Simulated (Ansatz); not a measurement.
Input

```
crystal:
  lattice:
    - [2.8823089074, -5.5450289731, 0.0009590074]
    - [2.8823089074, 5.5450289731, 0.0009590074]
    - [-2.8393603496, 0.0, 5.3825918467]
  atoms:
    - { symbol: Si, position: [0.1986803053, 0.1986803053, 0.3789132982] }
    - { symbol: Si, position: [0.8013196947, 0.8013196947, 0.6210867018] }
    - { symbol: Mo, position: [0.3069615176, 0.6930384824, 0.0] }
    - { symbol: Mo, position: [0.6930384824, 0.3069615176, 0.0] }
    - { symbol: P, position: [0.4812101408, 0.4812101408, 0.216589379] }
    - { symbol: P, position: [0.133255589, 0.7866308404, 0.2988109334] }
    - { symbol: P, position: [0.7866308404, 0.133255589, 0.2988109334] }
    - { symbol: P, position: [0.5187898592, 0.5187898592, 0.783410621] }
    - { symbol: P, position: [0.2133691596, 0.866744411, 0.7011890666] }
    - { symbol: P, position: [0.866744411, 0.2133691596, 0.7011890666] }
basis:
  ecutwfc: 420
kpoints:
  mp_grid: { grid: [8, 8, 6] }
  band_path:
    path:
      - [[0.0, 0.0, 0.0], [-0.5, 0.5, 0.0], [-0.5, 0.5, 0.5], [0.0, 0.0, 0.5], [0.0, 0.0, 0.0]]
      - [[-0.5, 0.0, 0.5], [0.0, 0.0, 0.0], [-0.5, 0.0, 0.0]]
    npoints: 14
hamiltonian:
  xc: pbe
scf:
  occupations: { method: gaussian, width: 0.1 }
  n_extra_bands: 25
output:
  forces: true
  stress: true
  eigenvalues: true
  populations: true
  dos: { projected: true, de: 0.02, nscf_kmesh: { grid: [10, 10, 8] } }
  bader: true
  write_density: true
  write_potential: true
  elf: true
  volumetric_format: npy
```

Command:

```sh
ansatz run input.yaml --threads 1 --pin off --max-ram 2560MiB --backend cpu --events-out ev --progress --plain --runs-dir out
```

Below, planes, directions and counts refer to the conventional cell (a = 5.76 Å, b = 11.09 Å, c = 6.09 Å, α = 90.00°, β = 117.79°, γ = 90.00°).

Space group C2/m; a generated structure, not necessarily the stable one; computed without spin polarisation.

Method: DFT PBE, scalar-relativistic, plane waves, PAW in Ansatz.

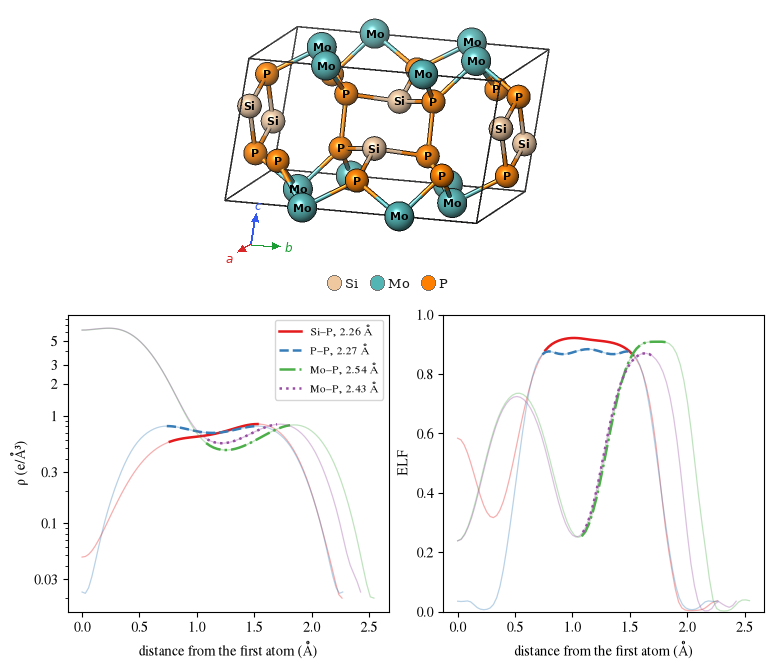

SiMoP₃. Valence electron density and electron localisation function along straight lines between neighbouring atoms. Thin, pale parts lie inside the atomic spheres. The structure is drawn too.

Core electrons are frozen (PAW), and the valence fields are smoothed inside the atomic spheres.

Compare the contacts.

Answer. Si–P (2.26 Å): ρ at the midpoint is about 0.67 e/Å³; the ELF peaks at about 0.90 between the atoms.
P–P (2.27 Å): the density is about 0.69 e/Å³ at the midpoint; the ELF peaks at about 0.90 between the atoms.
Mo–P (2.54 Å): ρ at the midpoint is about 0.48 e/Å³; the ELF peaks at about 0.90 in the valence shell of P, 0.8 Å from its nucleus, and is about 0.50 at the midpoint.
Mo–P (2.43 Å): ρ at the midpoint is about 0.56 e/Å³; the ELF peaks at about 0.85 in the valence shell of P, 0.8 Å from its nucleus, and is about 0.40 at the midpoint.
